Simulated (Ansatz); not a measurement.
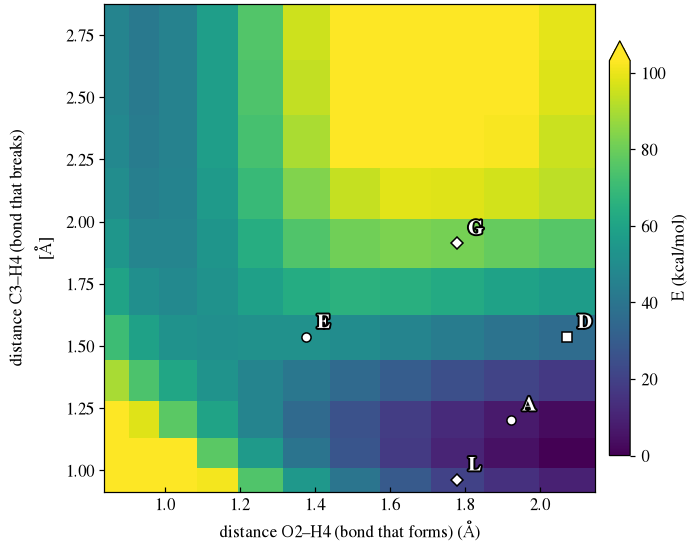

The reacting system CH4ClInO. The first coordinate is: distance O2–H4 (bond that forms); the second: distance C3–H4 (bond that breaks). Relaxed at each point: all other coordinates. The scan uses an 11 × 11 grid. Points are written as (first, second). Energies are in kcal/mol, from the lowest grid point. Energies and slopes of some neighbouring points disagree (a jump in structure or state, or too coarse a mesh). The reference is spin-restricted, so regions where a bond is pulled apart into radicals lie too high. Level of theory: RHF/def2-SVP in Ansatz 0.2.0.

The picture shows one coloured cell a grid point, one colour for all values above the top of the scale, lettered points.

Is A the lowest point of the computed grid?

Answer. No. A lies 7 kcal/mol above the lowest grid point, which is at (2.073 Å, 1.064 Å).

Rank the lettered points by energy, lowest first.

Answer. A (7 kcal/mol), L (20 kcal/mol), D (36 kcal/mol), E (52 kcal/mol), G (81 kcal/mol).
